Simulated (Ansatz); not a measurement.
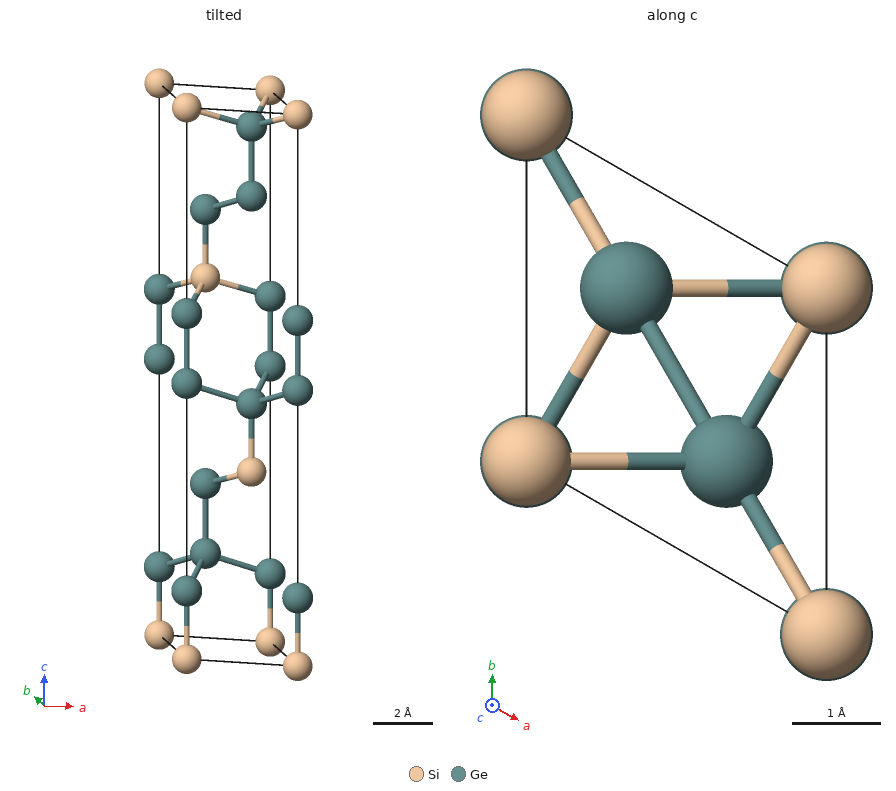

An orthographic ball-and-stick view of the structure, slightly off an axis and along the c axis. The lines enclose the conventional unit cell; boundary atoms appear with their images.

SiGe3, space group R3m (No. 160), a = 3.968 Å, b = 3.968 Å, c = 19.402 Å, α = 90.00°, β = 90.00°, γ = 120.00°. The starting point was a structure type filled with these elements by a generator (whether the compound takes this form wasn't checked). Earlier steps of the study, as a rule a relaxation of our own, may have changed the cell and positions, so they can lie some per cent off the listed ones. Ansatz was used for an electronic-structure calculation on it.

This one geometry was computed with Ansatz (DFT, plane waves, PAW) at three levels of theory: r2SCAN, PBE and PBE with spin-orbit coupling. It was relaxed beforehand with r2SCAN.

### Which level gives the highest pressure at this volume, and what does that say about its equilibrium volume?

Highest: PBE (2.7 GPa) and PBE with spin-orbit coupling (2.6 GPa), which points to the largest equilibrium volume. Lowest, with the smallest volume: r2SCAN (0.0 GPa). Levels within 0.5 GPa of each other can't be told apart.

### How does the band gap change with the level of theory?

PBE with spin-orbit coupling: a gap of 0.30 eV, direct; PBE: a gap of 0.38 eV, direct; r2SCAN: a gap of 0.65 eV, indirect.

### Collect the results in a table.

| level | cutoff (eV) | k-mesh of the run's cell | gap (eV) | pressure (GPa) |
| --- | --- | --- | --- | --- |
| r2SCAN | 500 | 8×8×8 | 0.65 | 0.0 |
| PBE | 420 | 8×8×8 | 0.38 | 2.7 |
| PBE with spin-orbit coupling | 420 | 8×8×8 | 0.30 | 2.6 |

Gaps are taken on the k-mesh or band path of each run.
